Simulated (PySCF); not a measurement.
SMILES C#C[SiH2][SiH2]N, GFN2-xTB optimised geometry. Atoms within 1.6 Å of the plane z = 0.0 Å (x, y, z in Å): C1 (2.13, -1.02, 0.00), C2 (0.93, -1.06, 0.00), Si3 (-0.92, -1.06, 0.00), Si4 (-1.72, 1.10, 0.00), N5 (-1.29, 1.77, -1.53), H6 (3.19, -0.99, 0.00), H7 (-1.30, -1.88, -1.16), H8 (-1.31, -1.82, 1.20), H9 (-1.23, 1.88, 1.15), H10 (-3.19, 1.22, 0.02).

Calculation: B3LYP/def2-TZVP (PySCF). Cells within 0.4 Å of a nucleus heavier than hydrogen are left out (blank, or x).

Map of the electrostatic potential (hartree/e), clipped to [-0.08, 0.12] on the plane z = 0.0 Å:

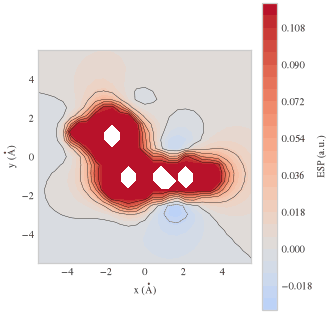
Figure: Electrostatic potential (hartree/e), clipped to [-0.08, 0.12] on the plane z = 0.0 Å.
